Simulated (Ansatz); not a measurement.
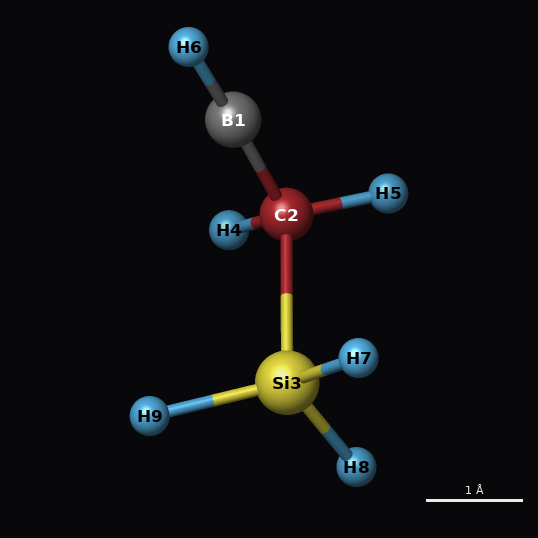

Atoms carry their numbers in the input. Charge +1, singlet. The geometry was computed by an optimisation with PBE-D4/def2-SVP. No frequency run is at hand to confirm it as a minimum.

Question: How are the neighbours of atom 1 arranged?

Answer: B1 has 2 neighbours (C2 at 1.44, H6 at 1.20 Å); the arrangement is linear.

Question: How are the neighbours of atom 2 arranged?

Answer: C2 has 4 neighbours (B1 at 1.44, Si3 at 2.03, H4 at 1.12, H5 at 1.12 Å); the arrangement is tetrahedral.

Question: How are the neighbours of atom 3 arranged?

Answer: Si3 has 4 neighbours (C2 at 2.03, H7 at 1.49, H8 at 1.49, H9 at 1.49 Å); the arrangement is tetrahedral.
